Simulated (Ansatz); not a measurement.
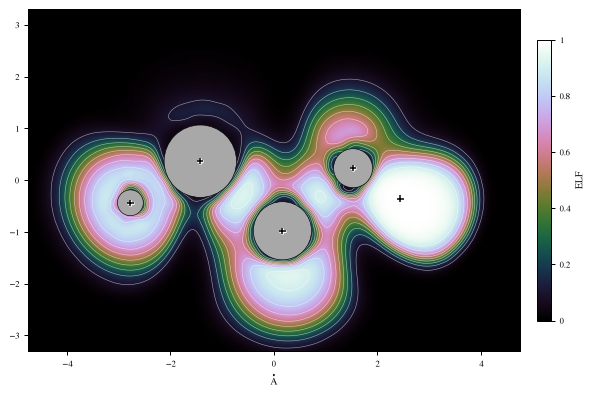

The electron localisation function on a plane through atoms (crosses mark nuclei in the plane; grey discs cover the cores).

All numbers below come from RKS PBE0-D4/def2-TZVPP (Ansatz 0.2.0).

Candidates:
A. BH7O2Si2 (SMILES [SiH3]OBO[SiH3])
B. CH3F3SSi (SMILES CS[Si](F)(F)F)
C. FH4N2NbO (SMILES [NH2][Nb]([NH2])(=[O])[F])

Question: Which candidate gave the map?

Answer: Candidate B: CH3F3SSi on the plane of atoms C1, S2 and Si3, which holds C, S, Si, F and H. Si–F (1.57 Å): the ELF peaks at about 0.85 in the valence shell of F, 0.6 Å from its nucleus, and is about 0.55 at the midpoint. C–S (1.82 Å): the ELF peaks at about 0.90 between the atoms: a covalent bond.
